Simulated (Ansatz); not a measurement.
MoS2 (2H-MoS2 type, space group P6_3/mmc)

```yaml
crystal:
  lattice:
    - [3.17300, 0.00000, 0.00000]
    - [-1.58650, 2.74790, 0.00000]
    - [0.00000, 0.00000, 12.43657]
  atoms:
    - { symbol: Mo, position: [0.33333, 0.66667, 0.25000] }
    - { symbol: Mo, position: [0.66667, 0.33333, 0.75000] }
    - { symbol: S, position: [0.33333, 0.66667, 0.62491] }
    - { symbol: S, position: [0.66667, 0.33333, 0.12491] }
    - { symbol: S, position: [0.66667, 0.33333, 0.37509] }
    - { symbol: S, position: [0.33333, 0.66667, 0.87509] }
```

Two coordinates are scanned: the volume, and the ratio of the stretch along z (the conventional c axis) to the stretch across it. Atoms keep their fractional coordinates.

The numbers are results of r2SCAN+rVV10 (plane waves to 500 eV, PAW, scalar-relativistic; Ansatz, a program for electronic structure), not measurements. k mesh 12×12×3 (Γ-centred), Fermi-Dirac smearing 0.05 eV. The energy includes the smearing's −TS. As the atoms are clamped, bonds stretch with the cell, which overstates energies and stresses. MoS2 is run without spin polarisation. MoS2 was relaxed with its symmetry unable to fall. ΔE is measured from the relaxed starting cell.

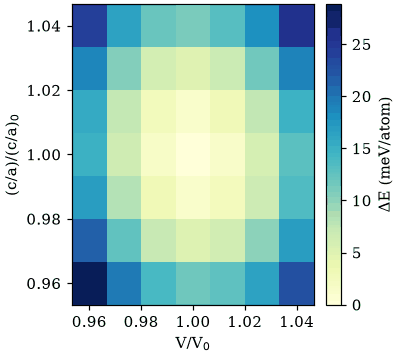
ΔE (meV/atom) over the 7×7 grid of computed points.

The modulus against c/a change at fixed volume, (3/4V)·∂²E/∂(ln c/a)² (fit, atoms clamped) comes out as 95 GPa, an upper bound as the atoms could relax. Lowest place on the grid: V/V₀ = 1.000, (c/a)/(c/a)₀ = 1.000 (0.0 meV/atom). Highest place on the grid: V/V₀ = 0.960, (c/a)/(c/a)₀ = 0.960 (28.8 meV/atom).

Near the relaxed cell σzz − σxx = −2Cδ (compression positive), C being this modulus and δ the logarithm of the ratio.

(Under strain, the slope of the energy per volume gives the stress and its curvature an elastic modulus.)
